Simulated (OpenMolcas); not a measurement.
# quartet GeSiH5 at 6 levels

Wanted: a comparison of 6 runs (UHF/aug-cc-pVDZ, UB3LYP/6-31G*, UPBE/aug-cc-pVDZ, UPBE0/aug-cc-pVDZ, USVWN5/aug-cc-pVDZ, UTPSS/aug-cc-pVDZ) of quartet GeSiH5. 

The calculation is run with OpenMolcas 26.06.

**1. The molecule**

GeSiH5: 7 atoms, total charge 0, spin state quartet. As SMILES of the parent species, `[SiH2][GeH3]`. The coordinates come from a PBE0-D4/def2-TZVP relaxation. That shape belongs to the parent species and isn't relaxed for this state.

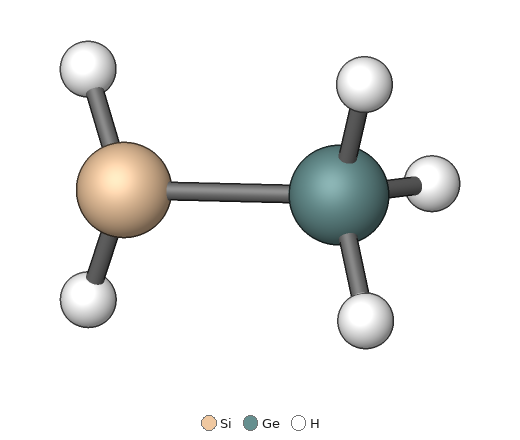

The structure, seen from a chosen angle (silicon light orange, germanium teal, hydrogen white).

**2. The energy at UHF/aug-cc-pVDZ (run 1)**

run.input reads:

```
>>> EXPORT MOLCAS_PRINT=2
&GATEWAY
BASLIB = $CurrDir
COORD
7
angstrom
Si      -0.094700      -1.423600      -0.163400
Ge       0.288700       0.914700      -0.097700
H        0.173200      -2.103400       1.133900
H       -1.456400      -1.784700      -0.645400
H        0.037100       1.517100      -1.489000
H       -0.633800       1.622900       0.913200
H        1.746900       1.189100       0.302700
BASIS = aug-cc-pVDZ
GROUP = NoSym
&SEWARD
&SCF
UHF
SPIN = 4
THRESHOLDS = 1e-10 1e-07 1e-07 1e-05
PRORBITALS = 1 1
```

The basis set aug-cc-pVDZ is read from a file made from the Basis Set Exchange's data (not shown).

The run is started by

```console
$ export MOLCAS_MEM=1860
$ pymolcas run.input > run.log
```

The log of the run:

```text
--- Start Module: gateway ---
[...]
--- Stop Module: gateway /rc=_RC_ALL_IS_WELL_ ---
--- Start Module: seward ---
[...]
      Basis functions          108
--- Stop Module: seward /rc=_RC_ALL_IS_WELL_ ---
[...]
--- Start Module: scf ---
[...]
       Convergence after  46 Iterations
[...]
::    Total SCF energy                              -2366.8810156326
[...]
      Total spin, S                                     1.5030224591
[...]
      Total electronic charge=   51.000000
      Total            charge=   -0.000000
[...]
      Dipole Moment (debye):
      Origin of the operator (angstrom)=    0.1735    0.2640   -0.1083
                   X= -1.9009E-02               Y= -3.2989E-01               Z= -4.0269E-02           Total=  3.3288E-01
      Quadrupole Moment (debye*angstrom):
[...]
--- Stop Module: scf /rc=_RC_ALL_IS_WELL_ ---
[...]
```

It took 26 s on 1 thread of Intel Xeon 6975P-C (Granite Rapids), shared host; peak memory 0.63 GiB.

**3. A single-point energy at UB3LYP/6-31G(d) (Cartesian functions) (run 2)**

test.input reads:

```
* GeH5Si Kohn-Sham DFT

&GATEWAY
 BasLib=$CurrDir
 Coord
 7
 angstrom
 Si      -0.094700      -1.423600      -0.163400
 Ge       0.288700       0.914700      -0.097700
 H        0.173200      -2.103400       1.133900
 H       -1.456400      -1.784700      -0.645400
 H        0.037100       1.517100      -1.489000
 H       -0.633800       1.622900       0.913200
 H        1.746900       1.189100       0.302700
 Basis=6-31Gs
 Group=NoSym

&SEWARD
 GridInput
 Grid=UltraFine
 End of Grid

&SCF
 UHF
 Spin=4
 KSDFT=B3LYP
 Thresholds=1e-10 1e-07 1e-07 1e-05
 PrOrbitals=1 2
```

The basis set 6-31G* is read from a file made from the Basis Set Exchange's data (not shown).

The run is started by

```console
$ export MOLCAS_MEM=1860
$ pymolcas test.input > test.log
```

The log of the run:

```text
--- Start Module: gateway ---
[...]
--- Stop Module: gateway /rc=_RC_ALL_IS_WELL_ ---
--- Start Module: seward ---
[...]
      Basis functions           64
--- Stop Module: seward /rc=_RC_ALL_IS_WELL_ ---
[...]
--- Start Module: scf ---
[...]
       Convergence after  25 Iterations
[...]
::    Total KS-DFT energy                           -2368.9622099434
[...]
      Total spin, S                                     1.5006055722
[...]
      Total electronic charge=   51.000000
      Total            charge=   -0.000000
[...]
      Dipole Moment (debye):
      Origin of the operator (angstrom)=    0.1735    0.2640   -0.1083
                   X= -1.6975E-01               Y= -6.7736E-01               Z=  3.6010E-02           Total=  6.9923E-01
      Quadrupole Moment (debye*angstrom):
[...]
--- Stop Module: scf /rc=_RC_ALL_IS_WELL_ ---
[...]
```

It took 26 s on 1 thread of Intel Xeon 6975P-C (Granite Rapids), shared host; peak memory 0.4 GiB.

Runs 3 to 5 aren't shown in full; the table further down has their settings and results.

**4. The energy at UTPSS/aug-cc-pVDZ (run 6)**

calc.input reads:

```
* GeH5Si Kohn-Sham DFT
>>> EXPORT MOLCAS_PRINT=2

&GATEWAY
  BASLIB=$CurrDir
  COORD
  7
  angstrom
  Si      -0.094700      -1.423600      -0.163400
  Ge       0.288700       0.914700      -0.097700
  H        0.173200      -2.103400       1.133900
  H       -1.456400      -1.784700      -0.645400
  H        0.037100       1.517100      -1.489000
  H       -0.633800       1.622900       0.913200
  H        1.746900       1.189100       0.302700
  BASIS=aug-cc-pVDZ
  GROUP=NoSym

&SEWARD
  GRIDINPUT
  Grid=UltraFine
  End of Grid

&SCF
  UHF
  SPIN=4
  KSDFT=2
  1.0 MGGA_X_TPSS
  1.0 MGGA_C_TPSS
  THRESHOLDS=1e-10 1e-07 1e-07 1e-05
  PRORBITALS=1 1
```

The basis set aug-cc-pVDZ is read from a file made from the Basis Set Exchange's data (not shown).

The run is started by

```console
$ export MOLCAS_MEM=1860
$ pymolcas calc.input > calc.log
```

The log of the run:

```text
--- Start Module: gateway ---
[...]
--- Stop Module: gateway /rc=_RC_ALL_IS_WELL_ ---
--- Start Module: seward ---
[...]
      Basis functions          108
--- Stop Module: seward /rc=_RC_ALL_IS_WELL_ ---
[...]
--- Start Module: scf ---
[...]
       Convergence after  29 Iterations
[...]
::    Total KS-DFT energy                           -2369.1806377184
[...]
      Total spin, S                                     1.5012057668
[...]
      Total electronic charge=   51.000000
      Total            charge=   -0.000000
[...]
      Dipole Moment (debye):
      Origin of the operator (angstrom)=    0.1735    0.2640   -0.1083
                   X= -1.0121E-01               Y= -6.4993E-01               Z= -1.3537E-02           Total=  6.5791E-01
      Quadrupole Moment (debye*angstrom):
[...]
--- Stop Module: scf /rc=_RC_ALL_IS_WELL_ ---
[...]
```

It took 2.1 min on 1 thread of Intel Xeon 6975P-C (Granite Rapids), shared host; peak memory 0.62 GiB.

**5. Overview of the runs**

| run | level | Cartesian functions | integration grid | energy (Eh) | dipole moment (D) | HOMO energy (eV) | ⟨S²⟩ | wall time |
| --- | --- | --- | --- | --- | --- | --- | --- | --- |
| 1 | UHF/aug-cc-pVDZ | no | – | -2366.881016 | 0.33 | -3.46 | 3.762 | 26 s |
| 2 | UB3LYP/6-31G* (Cartesian functions) | yes | UltraFine | -2368.962210 | 0.70 | -1.75 | 3.752 | 26 s |
| 3 | UPBE/aug-cc-pVDZ | no | UltraFine | -2368.700226 | 0.84 | -1.93 | 3.754 | 82 s |
| 4 | UPBE0/aug-cc-pVDZ | no | UltraFine | -2368.781514 | 0.63 | -2.40 | 3.755 | 85 s |
| 5 | USVWN5/aug-cc-pVDZ | no | UltraFine | -2364.816372 | 0.94 | -2.04 | 3.752 | 47 s |
| 6 | UTPSS/aug-cc-pVDZ | no | UltraFine | -2369.180638 | 0.66 | -1.81 | 3.755 | 2.1 min |

**6. Summary of results**

| quantity | value |
| --- | --- |
| run 6: total energy | -2369.18064 Eh |
| run 6: dipole moment | 0.66 D |
| run 6: HOMO energy (highest over α and β) | -1.81 eV |
| run 6: ⟨S²⟩ | 3.755 |

The dipole moment (its size) runs from 0.33 D (UHF/aug-cc-pVDZ) to 0.94 D (USVWN5/aug-cc-pVDZ). Totals of different functionals can't be ranked against each other. All runs together took 6.6 min, the longest 2.1 min.
